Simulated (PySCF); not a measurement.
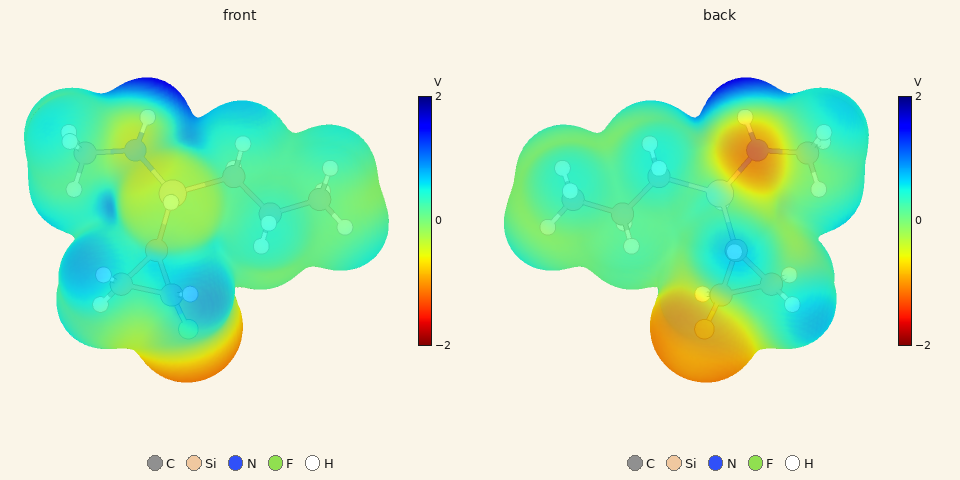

*C₇H₁₆FNSi. The electrostatic potential painted on the density surface at 0.002 e/bohr³, seen from the front and from behind; the colour scale runs from red (negative) to blue (positive).*

Geometry: PBE0-D3(BJ)/def2-SVP.

All numbers below come from PBE0/pcSseg-1, SCF density, gas phase, non-relativistic in PySCF.

```yaml
atoms:
  - { symbol: C, position_ang: [3.7234, -0.1357, -0.1267] }
  - { symbol: C, position_ang: [2.2645, -0.2326, 0.2931] }
  - { symbol: C, position_ang: [1.3606, 0.7810, -0.4105] }
  - { symbol: Si, position_ang: [-0.4384, 0.7000, 0.1290] }
  - { symbol: N, position_ang: [-1.3500, 1.7875, -0.8657] }
  - { symbol: C, position_ang: [-2.7886, 1.8997, -0.8467] }
  - { symbol: C, position_ang: [-1.1040, -1.0352, -0.0508] }
  - { symbol: C, position_ang: [-2.2292, -1.6074, 0.8037] }
  - { symbol: C, position_ang: [-0.8336, -2.0467, 1.0168] }
  - { symbol: F, position_ang: [-0.4813, -3.2980, 0.6247] }
  - { symbol: H, position_ang: [4.3449, -0.8860, 0.3870] }
  - { symbol: H, position_ang: [4.1394, 0.8585, 0.1033] }
  - { symbol: H, position_ang: [3.8348, -0.2952, -1.2114] }
  - { symbol: H, position_ang: [2.1893, -0.0987, 1.3871] }
  - { symbol: H, position_ang: [1.8941, -1.2534, 0.0945] }
  - { symbol: H, position_ang: [1.7397, 1.8058, -0.2414] }
  - { symbol: H, position_ang: [1.3900, 0.6231, -1.5037] }
  - { symbol: H, position_ang: [-0.5196, 0.9897, 1.6096] }
  - { symbol: H, position_ang: [-0.8798, 2.6326, -1.1717] }
  - { symbol: H, position_ang: [-3.1792, 2.2282, -1.8249] }
  - { symbol: H, position_ang: [-3.2362, 0.9141, -0.6447] }
  - { symbol: H, position_ang: [-3.1811, 2.5984, -0.0809] }
  - { symbol: H, position_ang: [-1.0590, -1.4607, -1.0605] }
  - { symbol: H, position_ang: [-2.7033, -0.9753, 1.5611] }
  - { symbol: H, position_ang: [-2.8958, -2.3259, 0.3196] }
  - { symbol: H, position_ang: [-0.3028, -1.7508, 1.9294] }
```

Question: Describe the electrostatic potential map.

Answer: The most negative region (about −1.1 V) lies over N5 and F10, the most positive (about +1.5 V) over H19.

Question: How polar is the molecule by this calculation?

Answer: Its dipole moment is 2.10 D.
